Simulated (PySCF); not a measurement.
# BCl2, doublet, SMILES `Cl[B]Cl`: electronic structure

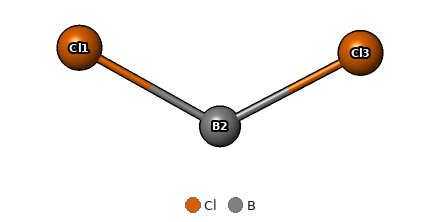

The molecule, with its atoms numbered as below. No frequency check shows the geometry to be a minimum.

Geometry (Å), atoms numbered from 1:

```
Cl1      1.4845   -0.1050    0.0000
B2      -0.0000    0.7142    0.0000
Cl3     -1.4845   -0.1050    0.0000
```

## 1. Bonding charge

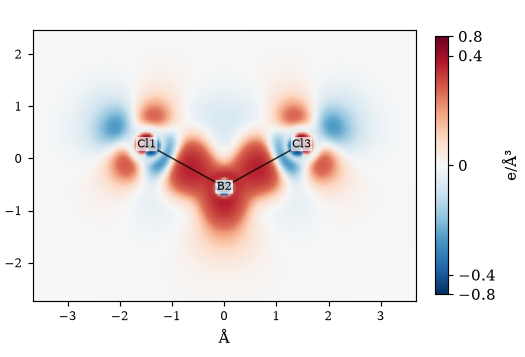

Deformation density (molecule less spherical, spin-averaged free atoms) in the molecular plane; colour scale in e/Å³, logarithmic beyond ±0.1; red: gain, blue: loss.

Computed with PySCF, PBE/def2-SVP, geometry: GFN2-xTB. The stability of the open-shell solution wasn't checked. GFN2-xTB doesn't know the spin state, so this open-shell geometry is rough.

Question: How much density has each bond in this plane gained at its critical point, relative to the free atoms?

Answer: B2–Cl3 and Cl1–B2: +0.24 e/Å³ at the bond critical point (bond length 1.70 Å, Mayer order 1.4). In all, 0.5 electrons gather in the regions of gain relative to the promolecule.

## 2. Bond critical points

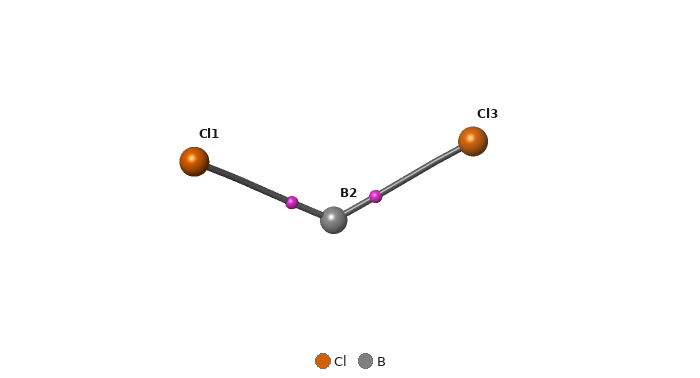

Molecular graph of the electron density (QTAIM): bond paths, bond critical points (magenta), ring points (cyan, if any); weak paths are dashed.

Question: How many critical points of each kind are there, and does the count close?

Answer: 3 nuclei, 2 bond, 0 ring and 0 cage critical points: 3 − 2 + 0 − 0 = 1, as the Poincaré–Hopf relation requires.

Question: What does the calculation give at each kind of bond critical point?

Answer:
```
            bond  length (Å)  ρ (a.u.)  ∇²ρ (a.u.)     ε  H (a.u.)
B2–Cl3 (2 alike)       1.696     0.158       +0.12  0.22    −0.151
```

Question: What kind of interaction is B2–Cl3?

Answer: Polar or intermediate (positive Laplacian, negative energy density H): ρ = 0.158, ∇²ρ = +0.12, H = −0.151 a.u. Its ellipticity of 0.22 shows that the density isn't cylindrical about the bond.

## 3. Local ionisation energy

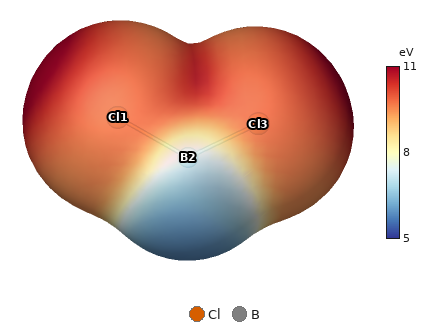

Average local ionisation energy on the surface of electron density 0.001 a.u.

Question: Where are the most loosely bound electrons on this surface?

Answer: The lowest value is 5.8 eV, 2.2 Å from B2. Further minima include 9.5 eV, 2.0 Å from Cl3, and at like points elsewhere. For comparison, the highest occupied orbital lies at −4.9 eV.

Question: What volume does the surface enclose, and what is the dipole moment?

Answer: About 78 Å³; the dipole moment is 0.7 D.

## 4. Spin density

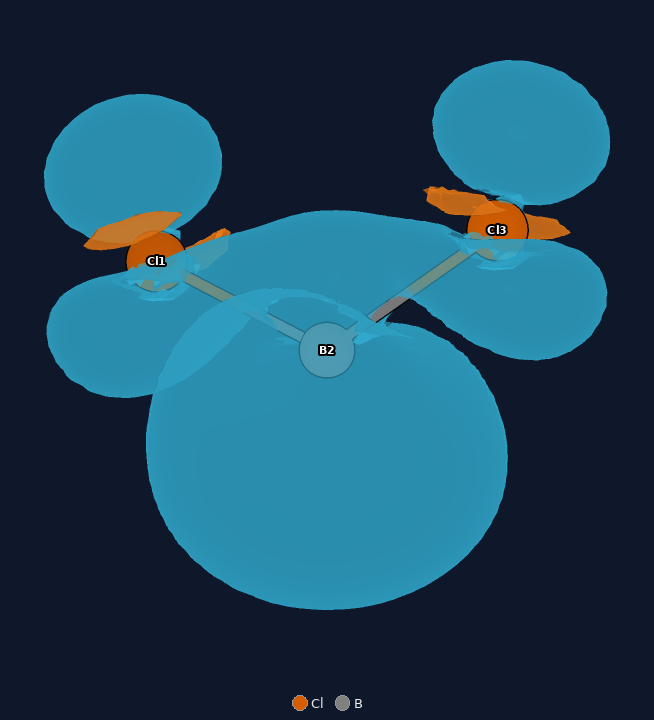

Spin density ρα − ρβ at ±0.01 e/Å³ (light blue: excess α, orange: excess β).

Question: How is the spin shared among the atoms?

Answer: Hirshfeld spin populations: B2 +0.77 and Cl1 and Cl3 +0.11. ⟨S²⟩ = 0.75, as for a pure state.

## 5. In an electric field

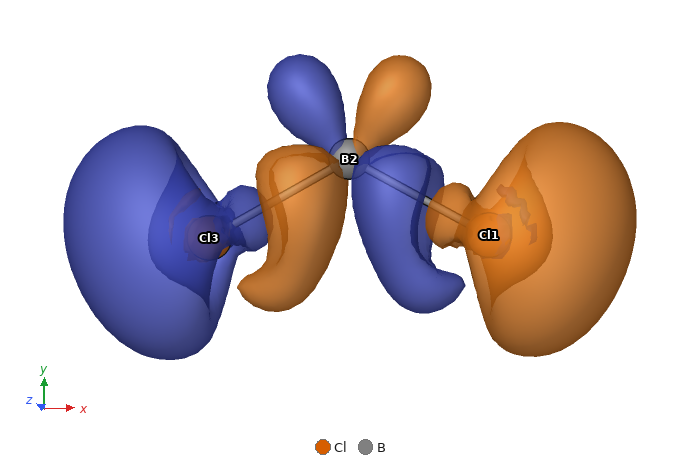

Change of the electron density in a uniform field of 0.26 V/Å, surfaces at ±0.002 e/Å³ (orange: gain, blue: loss).

Computed with PySCF, PBE/def2-SVPD, geometry: GFN2-xTB. The stability of the open-shell solution wasn't checked. GFN2-xTB doesn't know the spin state, so this open-shell geometry is rough.

Question: Along which Cartesian direction does the field point?

Answer: Along −x: electrons gather on the +x side, against the field.

Question: How large is the response?

Answer: The induced dipole is 0.76 D (along the field); α along this axis, from the fields in both directions, is 59 bohr³ (8.8 Å³).

Question: Which atoms gain and lose the most charge?

Answer: Electrons gather most on Cl1 (Hirshfeld charge changes by −0.030 e) and leave Cl3 most (+0.030 e); 0.052 electrons are displaced in all.

## 6. Removing or adding an electron

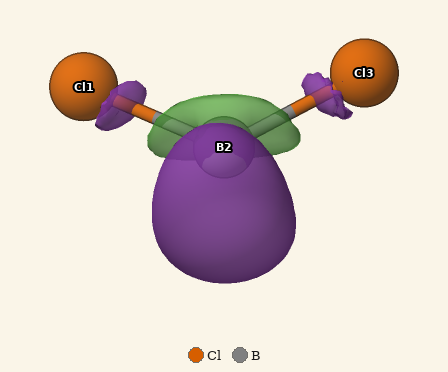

Fukui function f⁺ = ρ(N+1) − ρ(N) at fixed geometry, surfaces at ±0.04 e/Å³ (purple positive, green negative).

PySCF calculation, TPSS/def2-SVPD, gas phase; geometry: GFN2-xTB. GFN2-xTB doesn't know the spin state, so this open-shell geometry is rough.

Question: Which atoms respond most to the addition of an electron?

Answer: f⁺ (Hirshfeld-condensed) is largest on B2 (0.49); the vertical electron affinity is 0.49 eV (to the singlet anion, which needn't be its lowest state; the anion's highest orbital has positive energy, so this value and f⁺ depend on the basis). Condensed values hint at sites of nucleophilic attack but needn't mark the atom that reacts. Orbital relaxation makes it negative in places (0.10 e in all).

| atom | f⁺ | charge |
| --- | --- | --- |
| Cl1 | +0.26 | −0.03 |
| B2 | +0.49 | +0.07 |
| Cl3 | +0.26 | −0.03 |
